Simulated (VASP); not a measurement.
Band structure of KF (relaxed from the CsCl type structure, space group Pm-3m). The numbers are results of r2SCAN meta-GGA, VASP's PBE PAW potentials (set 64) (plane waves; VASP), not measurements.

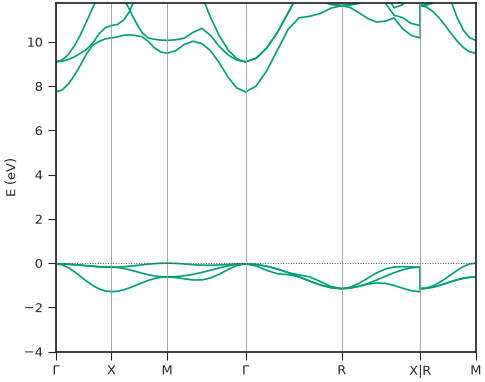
Fig. 1. Bands along high-symmetry lines, zero at the valence-band maximum or, without a gap, the Fermi level

Task: Read the plot: is there a gap, and where are the band edges?

Result: The gap is indirect, 7.74 eV, from the valence maximum at M to the conduction minimum at Γ.

The structure was generated: KF was put into the CsCl type type (Pm-3m), which need not be its known phase. It was relaxed first, which changed the volume by -17 %.
